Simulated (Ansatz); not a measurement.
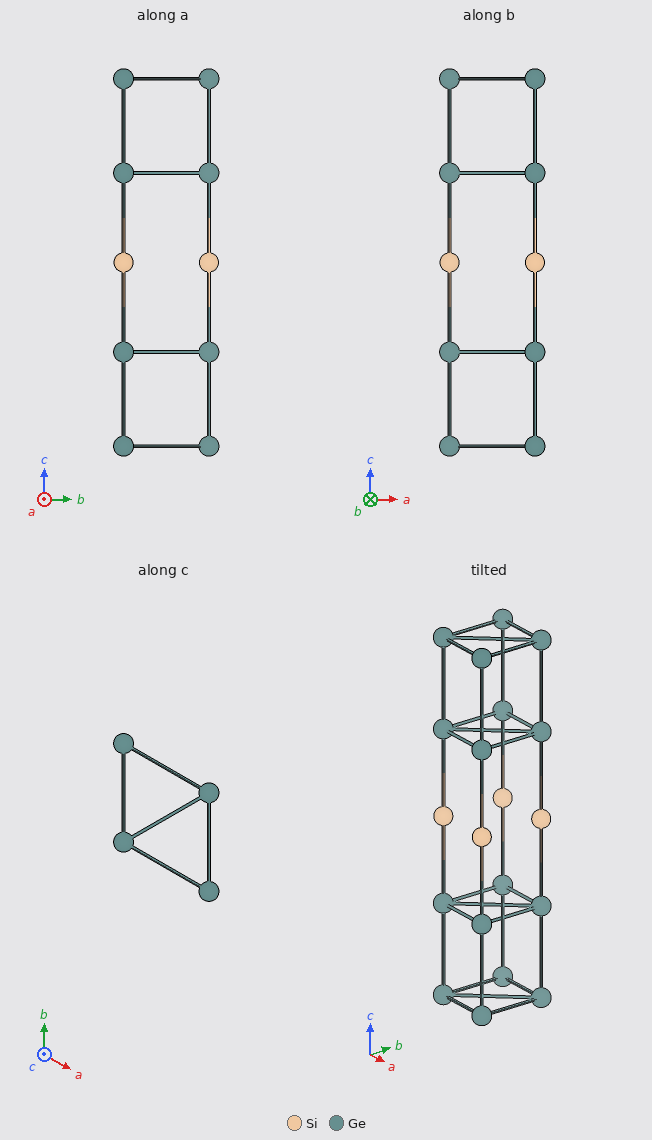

Ball-and-stick representation of a periodic structure, projected along the a axis, along the b axis, along the c axis and slightly off an axis. The edges of the conventional unit cell are marked.

Lattice parameters: a = 2.8291 Å, b = 2.8291 Å, c = 10.5412 Å, α = 90.000°, β = 90.000°, γ = 120.000°.

Q: Turn the picture into a CIF in P1 with every atom of the cell, with free fractional coordinates to two decimals.

A:
```cif
data_structure
_symmetry_space_group_name_H-M 'P 1'
_symmetry_Int_Tables_number 1
_cell_length_a 2.8291
_cell_length_b 2.8291
_cell_length_c 10.5412
_cell_angle_alpha 90.000
_cell_angle_beta 90.000
_cell_angle_gamma 120.000
_cell_volume 73.06
loop_
_atom_site_label
_atom_site_type_symbol
_atom_site_fract_x
_atom_site_fract_y
_atom_site_fract_z
_atom_site_occupancy
Si1 Si 0.00 0.00 0.50 1
Ge1 Ge 0.00 0.00 0.74 1
Ge2 Ge 0.00 0.00 0.00 1
Ge3 Ge 0.00 0.00 0.26 1
```

The structure comes from a structure type filled with these elements by a generator (whether the compound takes this form wasn't checked). The geometry was optimised with Ansatz 0.2.0, DFT PBE, scalar-relativistic, plane waves, PAW.
